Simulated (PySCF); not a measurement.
Consider C3H4F3NS.

Input file:

```
{"job": {"kind": "nmr", "xc": "PBE0", "basis": "pcSseg-1", "solvent": "benzene", "pop": false}, "charge": 0, "multiplicity": 1}
C     -1.724054     0.113523    -0.300810
N     -0.391976    -0.339070    -0.703695
C      0.500266    -0.506362     0.360140
S      0.361164    -1.520657     1.612212
C      1.689393     0.442843     0.259731
F      1.285670     1.722129     0.293167
F      2.576136     0.286973     1.242300
F      2.348647     0.274123    -0.896016
H     -1.626990     1.098645     0.152721
H     -2.207027    -0.564398     0.411444
H     -2.332435     0.195612    -1.197439
H     -0.478795    -1.203360    -1.233754
```

Run with:

```sh
OMP_NUM_THREADS=1 python ens_run.py task.json out
```

Geometry: GFN2-xTB.

Method: PBE0/pcSseg-1, SCF density, in a benzene solvent model, non-relativistic (PySCF 2.14.0).

Predict the electron density and electron localisation function between the atoms.

C–F (1.33 Å): ρ is about 2.4 e/Å³ halfway; the ELF peaks at about 0.85 between the atoms (a shared but strongly polarised pair).
C–N (1.40 Å): ρ is about 2.2 e/Å³ halfway; the ELF peaks at about 0.95 between the atoms: a covalent bond.
C–C (1.52 Å): ρ is about 1.8 e/Å³ halfway; the ELF peaks at about 1 between the atoms: localised, covalent bonding.
C–S (1.62 Å): ρ is about 1.6 e/Å³ halfway; the ELF peaks at about 0.90 between the atoms (localised, covalent bonding).

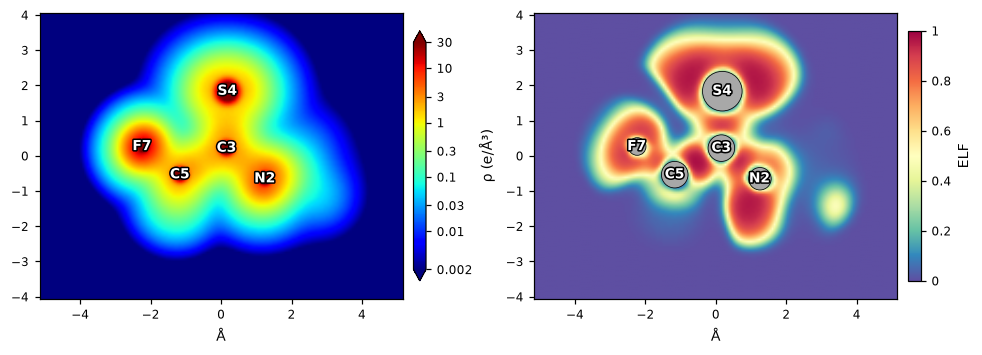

Computed electron density and electron localisation function on the plane of atoms N2, C3 and S4, in this order. Grey discs cover the atomic cores in the ELF map. 
